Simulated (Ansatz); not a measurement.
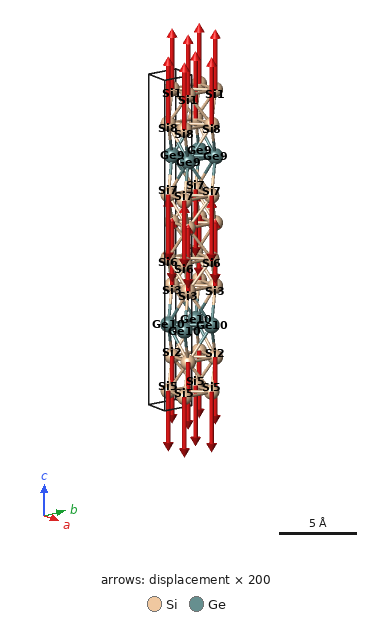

A relaxation of crystalline Si$_{4}$Ge (a generated structure, set up in P6_3/mmc). The starting structure is drawn; red arrows show the displacements (the part carried along by the change of the cell is left out), magnified 200 times.

The picture is a ball-and-stick view of the cell of the calculation, repeated 2 × 2 × 1 with one cell outlined, seen slightly off an axis.

Theory: DFT PBE, scalar-relativistic, plane waves, PAW in Ansatz.

The input:
```yaml
crystal:
  lattice:
    - [2.8655244872, 0.0, 0.0]
    - [-1.4327622436, 2.4816170011, 0.0]
    - [0.0, 0.0, 21.9138439429]
  atoms:
    - { symbol: Si, position: [0.3333333333, 0.6666666667, 0.9515629818] }
    - { symbol: Si, position: [0.3333333333, 0.6666666667, 0.1421683556] }
    - { symbol: Si, position: [0.3333333333, 0.6666666667, 0.3578316444] }
    - { symbol: Si, position: [0.3333333333, 0.6666666667, 0.5484370182] }
    - { symbol: Si, position: [0.6666666667, 0.3333333333, 0.0484370182] }
    - { symbol: Si, position: [0.6666666667, 0.3333333333, 0.4515629818] }
    - { symbol: Si, position: [0.6666666667, 0.3333333333, 0.6421683556] }
    - { symbol: Si, position: [0.6666666667, 0.3333333333, 0.8578316444] }
    - { symbol: Ge, position: [0.3333333333, 0.6666666667, 0.75] }
    - { symbol: Ge, position: [0.6666666667, 0.3333333333, 0.25] }
basis:
  ecutwfc: 420
kpoints:
  mp_grid: { grid: [18, 18, 2] }
hamiltonian:
  xc: pbe
scf:
  occupations: { method: gaussian, width: 0.1 }
output:
  forces: true
  stress: true
  eigenvalues: true
  write_density: true
  write_potential: true
  elf: true
  volumetric_format: npy
relax:
  adjacent_minimum: "off"
  f_tol: 0.01
  max_steps: 80
  cell: { stress_tol: 0.05 }
```

Run as
```bash
ansatz run input.yaml --threads 1 --pin off --max-ram 2560MiB --backend cpu --events-out ev --progress --plain --runs-dir out
```

Which element moves most?

Silicon: up to 0.022 Å, against 0.000 Å for germanium.

What did the optimiser do to the structure, and how much energy did it gain?

The largest moves relative to the cell, 0.022 Å, are those of Si2, Si3, Si7 and Si8. Si8 goes along +c. Ge stays in place. The drawn cell changes as follows: a = b 2.866 → 2.782 Å (−2.9 %), c 21.914 → 23.196 Å (+5.9 %); the volume changes by −0.2 %. Among the contacts that change: Si2–Ge10 2.885 → 2.991 Å, Si1–Si1 2.866 → 2.782 Å, Ge10–Ge10 2.866 → 2.782 Å, Si1–Si8 2.637 → 2.701 Å. Among the angles between lasting bonds that change: Si3–Si6–Si4 103.2° → 107.5°, Si6–Si3–Si6 65.8° → 62.0°, Si4–Si6–Si4 64.3° → 61.3°. The space group stays P6_3/mmc (No. 194). Over 8 accepted moves (10 points after the start) the energy falls by 0.161 eV per cell of the calculation. The largest force component goes from 0.15 to 0.00078 eV/Å. The pressure goes from 0.06 to 0.00 GPa. At 2 points the geometry stayed and the basis and grid were re-selected for the new cell (energy shift of 0.9 meV per cell of the calculation at most each time). The run took 6.6 min on 1 thread of Arm Neoverse V1, on a shared host, peak memory 0.62 GiB.
